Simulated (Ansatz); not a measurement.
Species, as SMILES: [BH] (BH) (closed-shell singlet).
Atoms: B1, H2. Bonds: B1-H2.

Basis-set convergence of the optimised B1-H2 bond length at MP2 with Ansatz (a program for electronic structure). The reference of a correlated method is not its basis-set limit, which lies further on. All functions are spherical. Cores are frozen. A restricted Hartree-Fock determinant is unstable towards unrestricted orbitals. No added dispersion term, no relativity. Reference: the value in aug-cc-pV5Z, 1.2242 Å, itself unsure by roughly 0.0013 Å (its mean distance from pcseg-4, aug-pcseg-3, aug-cc-pVQZ). Deviations are taken from unrounded values.

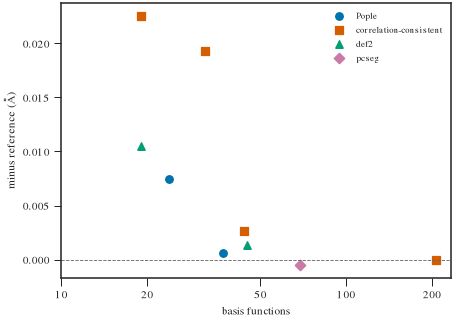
Fig. 1. Deviation from the reference against the number of basis functions, by family of sets.

```json
[
 {"basis": "cc-pVDZ", "functions": "19", "optimised B1-H2 bond length (Å)": "1.2467", "minus reference (Å)": "0.0226"},
 {"basis": "def2-SVP", "functions": "19", "optimised B1-H2 bond length (Å)": "1.2347", "minus reference (Å)": "0.0105"},
 {"basis": "6-311G**", "functions": "24", "optimised B1-H2 bond length (Å)": "1.2316", "minus reference (Å)": "0.0074"},
 {"basis": "aug-cc-pVDZ", "functions": "32", "optimised B1-H2 bond length (Å)": "1.2435", "minus reference (Å)": "0.0193"},
 {"basis": "6-311++G(2d,2p)", "functions": "37", "optimised B1-H2 bond length (Å)": "1.2248", "minus reference (Å)": "0.0006"},
 {"basis": "cc-pVTZ", "functions": "44", "optimised B1-H2 bond length (Å)": "1.2268", "minus reference (Å)": "0.0026"},
 {"basis": "def2-TZVPP", "functions": "45", "optimised B1-H2 bond length (Å)": "1.2255", "minus reference (Å)": "0.0013"},
 {"basis": "aug-pcseg-2", "functions": "69", "optimised B1-H2 bond length (Å)": "1.2236", "minus reference (Å)": "-0.0005"},
 {"basis": "aug-cc-pV5Z", "functions": "207", "optimised B1-H2 bond length (Å)": "1.2242", "minus reference (Å)": "0.0000"}
]
```
